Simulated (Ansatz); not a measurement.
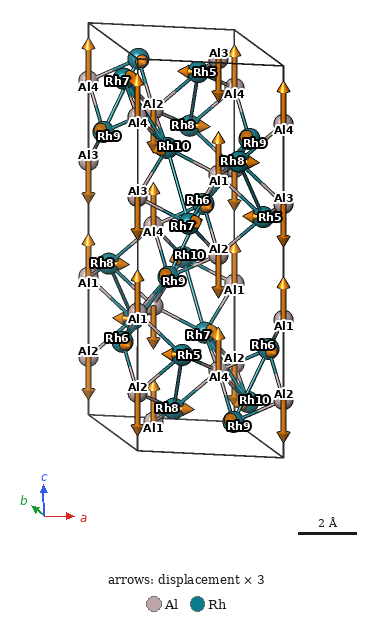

A relaxation of crystalline Al₂Rh₃ (a generated structure, set up in R-3c). The starting structure is drawn; orange arrows show the displacements (the part carried along by the change of the cell is left out), 3 times their true length.

The picture is a ball-and-stick view of the conventional cell (3 times the calculation's cell), seen slightly off an axis. Lengths and directions refer to the drawn axes.

The start is a swapped structure.

Theory: Ansatz, DFT, PAW plane waves, r2SCAN.

Input file:
```yaml
crystal:
  lattice:
    - [2.60524181, 4.5124062, 0.0]
    - [-2.60524181, 4.5124062, 0.0]
    - [0.0, -3.0082708, 4.7407936]
  atoms:
    - { symbol: Al, position: [0.35216, 0.35216, 0.05648] }
    - { symbol: Al, position: [0.14784, 0.14784, 0.44352] }
    - { symbol: Al, position: [0.64784, 0.64784, 0.94352] }
    - { symbol: Al, position: [0.85216, 0.85216, 0.55648] }
    - { symbol: Rh, position: [0.55624, 0.94376, 0.75] }
    - { symbol: Rh, position: [0.25, 0.55624, 0.75] }
    - { symbol: Rh, position: [0.94376, 0.25, 0.75] }
    - { symbol: Rh, position: [0.44376, 0.05624, 0.25] }
    - { symbol: Rh, position: [0.75, 0.44376, 0.25] }
    - { symbol: Rh, position: [0.05624, 0.75, 0.25] }
  symmetry: { tolerance: 0.0003 }
kpoints:
  mp_grid: { grid: [5, 5, 5], shift: [0, 0, 0] }
magnetization:
  spin_polarized: false
scf:
  occupations: { method: fermi_dirac, width: 0.0545 }
  lower_state_search: "off"
hamiltonian:
  pseudopotentials: { kind: paw }
  xc: r2scan
basis:
  ecutwfc: 500
  fft_grid_basis: typed
relax:
  max_steps: 40
  cell: { p_target: 0.0 }
  f_tol: 0.03
output:
  forces: true
  stress: true
  eigenvalues: true
  bader: true
  populations: true
  elf: true
  write_potential: true
  volumetric_format: npy
  dos:
    e_range: [-12, 8]
    de: 0.05
    projected: { site_lists: { Al: [Al], Rh: [Rh] } }
  write_density: true
checkpoint:
  read: saved_state
```

Launched with:
```bash
ansatz run input.yaml --threads 2 --pin off --max-ram 2560MiB --backend cpu --events-out ev --progress --plain --runs-dir out
```

**Atoms of which element are displaced furthest, and by how much?**

Aluminium: up to 0.53 Å, against 0.25 Å for rhodium.

**What happened in the run?**

The largest moves relative to the cell, 0.53 Å, are those of Al1, Al2, Al3 and Al4. Al2 goes along −c. Largest moves by element: Al 0.53 Å, Rh 0.25 Å. The volume changes by +33.5 %, with a = b 5.210 → 6.423 Å (+23.3 %), c 14.222 → 12.494 Å (−12.2 %). Among the contacts that change: Al1–Al3 4.205 → 2.627 Å, Al1–Rh10 2.031 → 2.400 Å, Al1–Rh5 2.158 → 2.492 Å, Rh5–Rh6 2.764 → 2.967 Å. New bonds form: Al1–Al3 (4.21 → 2.63 Å), Al2–Al4 (4.21 → 2.63 Å). Bond angles that change, for instance: Rh5–Al2–Rh9 164.2° → 139.2°, Al1–Rh10–Rh7 149.7° → 130.1°, Al1–Rh10–Al2 120.4° → 102.7°. The space group stays R-3c (No. 167). The energy falls by 1822 meV per atom in 14 accepted moves (17 points after the start). Largest force component: 0.88 eV/Å at the start, 0.00051 eV/Å at the end. Pressure: 124.43 GPa at the start and 0.00 GPa at the end. The line search rejected the trial step at point 9 of the run. The SCF was repeated twice at an unchanged geometry on a basis and grid sized afresh for the cell, which shifted the energy by 9.7 meV per atom at most. The run took 8.1 min on 2 threads of Arm Neoverse N1, on a shared host, peak memory 1 GiB.
